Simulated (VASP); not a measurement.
Band structure of KCl (rock salt). Method: r2SCAN meta-GGA, VASP's PBE PAW potentials (set 64) (plane waves; VASP).

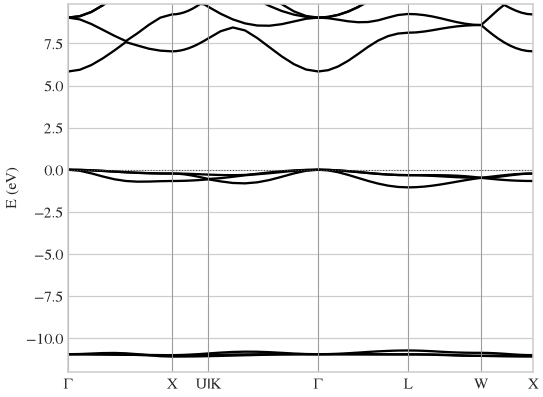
Figure. Bands along high-symmetry lines, zero at the valence-band maximum or, without a gap, the Fermi level

Question: Read the plot: is there a gap, and where are the band edges?

Answer: The gap is direct, 5.83 eV, from the valence maximum at Γ to the conduction minimum at Γ.

Measured: gap 8.50 eV (computed value off by -2.67 eV), as given by David Koller et al., Journal of Physics Condensed Matter (2013), arXiv:1304.4470.

The compound is KCl in the rock salt structure. The cell was not relaxed at this level.
